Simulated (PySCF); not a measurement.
## X-ray absorption calculation, with input and output: C₂H₉NO₂Si₂

System: C₂H₉NO₂Si₂, SMILES CC(=O)N[SiH2]O[SiH3].
Method: core-valence-separated TDA BHandHLYP/aug-pcX-1 H:pcseg-1 Si:def2-SVPD, K edges, non-relativistic, gas phase (PySCF 2.14.0).

The geometry comes from this level: PBE0-D3(BJ)/def2-SVP. It belongs to a series of runs on one base structure; here: H on Si replaced by NHCOCH3.

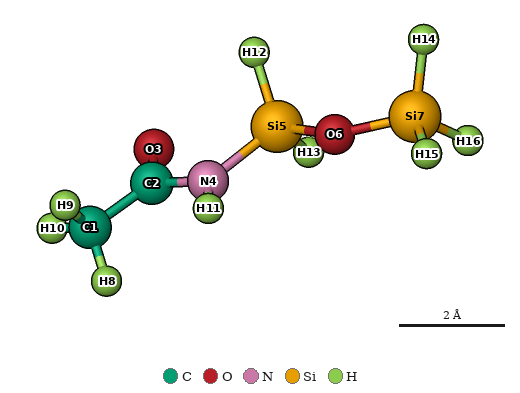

**Figure 1.** The input geometry (ball-and-stick view, seen at a tilt; atoms are numbered from 1 in the order of the input).

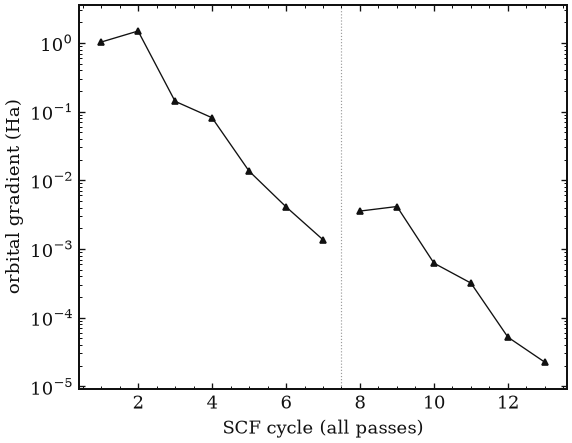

**Figure 2.** Convergence of the self-consistent field: orbital gradient against the SCF cycle. The dotted line marks the change from a coarse to the final integration grid. The first 7 cycles use a coarse grid, the final grid takes over at cycle 8, and the field converges after 13 cycles in all.

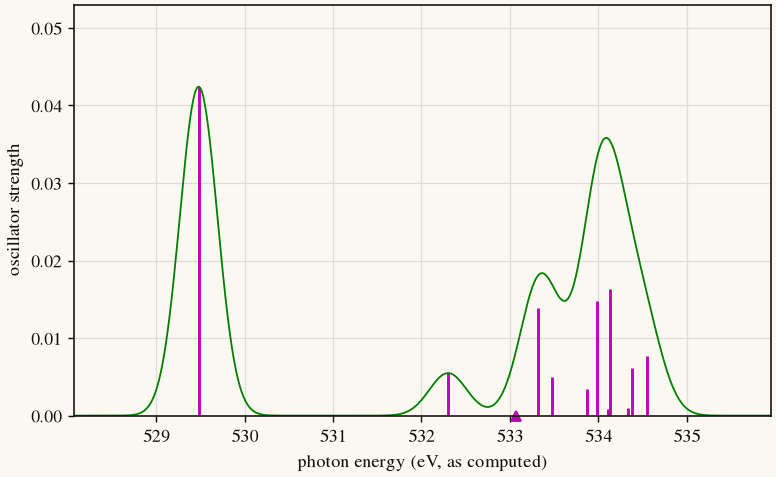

**Figure 3.** Core excitations at the O K edge, with a Gaussian envelope of 0.5 eV full width. The first lies at 529.48 eV, the strongest at 529.48 eV (f = 0.042).

The input that produced these results follows, with the program's output.

Input file:
```
{"job": {"kind": "xas", "xc": "BHandHLYP", "basis": {"default": "aug-pcX-1", "H": "pcseg-1", "Si": "def2-SVPD"}}, "charge": 0, "multiplicity": 1}
C      2.802423     0.587090     1.515352
C      1.758846    -0.309121     0.901903
O      1.834242    -1.527374     0.905892
N      0.673080     0.277209     0.323047
Si    -0.512652    -0.852508    -0.336413
O     -1.688322     0.163540    -0.922903
Si    -3.085836     0.286030    -1.802338
H      3.141033     1.347652     0.795682
H      2.383019     1.113124     2.387053
H      3.653760    -0.023061     1.837369
H      0.570576     1.284873     0.301387
H     -1.086795    -1.717256     0.726625
H      0.058050    -1.649414    -1.454139
H     -4.211255    -0.395310    -1.094133
H     -3.409215     1.731597    -1.966788
H     -2.913506    -0.340497    -3.148363
```

The first line tells a small driver script what to run in PySCF; the rest is the geometry in Å.

Launched with:
```bash
OMP_NUM_THREADS=1 python <driver script> task.json out
```

Output:
```
coarse grid: 14240 points
cycle   1  E = -865.2815251118  dE =  7.699e-01  |g| = 1.028e+00  |ddm| = 4.867e+00
cycle   2  E = -865.0887637621  dE =  1.928e-01  |g| = 1.489e+00  |ddm| = 2.110e+00
cycle   3  E = -865.4788759148  dE = -3.901e-01  |g| = 1.412e-01  |ddm| = 1.250e+00
cycle   4  E = -865.4816899182  dE = -2.814e-03  |g| = 8.127e-02  |ddm| = 1.577e-01
cycle   5  E = -865.4828629059  dE = -1.173e-03  |g| = 1.361e-02  |ddm| = 8.209e-02
cycle   6  E = -865.4829027944  dE = -3.989e-05  |g| = 4.104e-03  |ddm| = 1.575e-02
cycle   7  E = -865.4829066382  dE = -3.844e-06  |g| = 1.360e-03  |ddm| = 4.942e-03
final grid: 128024 points
cycle   8  E = -865.5675694762  dE = -6.375e-05  |g| = 3.557e-03  |ddm| = 4.130e-02
cycle   9  E = -865.5675684336  dE =  1.043e-06  |g| = 4.145e-03  |ddm| = 6.002e-03
cycle  10  E = -865.5675715927  dE = -3.159e-06  |g| = 6.202e-04  |ddm| = 3.251e-03
cycle  11  E = -865.5675716485  dE = -5.581e-08  |g| = 3.180e-04  |ddm| = 5.986e-04
cycle  12  E = -865.5675716661  dE = -1.757e-08  |g| = 5.186e-05  |ddm| = 2.296e-04
cycle  13  E = -865.5675716668  dE = -6.826e-10  |g| = 2.236e-05  |ddm| = 7.377e-05
converged SCF energy = -865.5675716668

C K edge
   eV          f      from atoms
  284.733   0.08569   C1
  285.561   0.00787   C0
  285.589   0.00934   C0
  286.663   0.02946   C0
  286.915   0.02786   C0
  287.200   0.00505   C0
  287.624   0.00121   C0
  287.710   0.00354   C0
  288.192   0.01206   C0
  288.454   0.00748   C0
  288.584   0.00080   C0
  288.827   0.00133   C0

N K edge
   eV          f      from atoms
  399.648   0.01914   N3
  399.899   0.01679   N3
  401.245   0.00929   N3
  401.451   0.01476   N3
  401.952   0.00529   N3
  402.048   0.01202   N3
  402.376   0.00129   N3
  403.065   0.00033   N3

O K edge
   eV          f      from atoms
  529.479   0.04241   O2
  532.301   0.00548   O5
  533.075   0.00033   O2
  533.313   0.01388   O5
  533.477   0.00500   O2
  533.872   0.00346   O2
  533.990   0.01475   O5
  534.108   0.00089   O2
  534.132   0.01631   O5
  534.338   0.00099   O2
  534.384   0.00618   O5
  534.551   0.00770   O5
```

Summary:

| quantity | value |
| --- | --- |
| outcome | converged |
| total energy | −865.567572 hartree |
| HOMO | −9.27 eV |
| LUMO | 0.35 eV |
| dipole moment | 3.26 D |
| hardware | 1 CPU thread, shared host |
| wall time | 63 s |
| peak memory | 1 GiB |
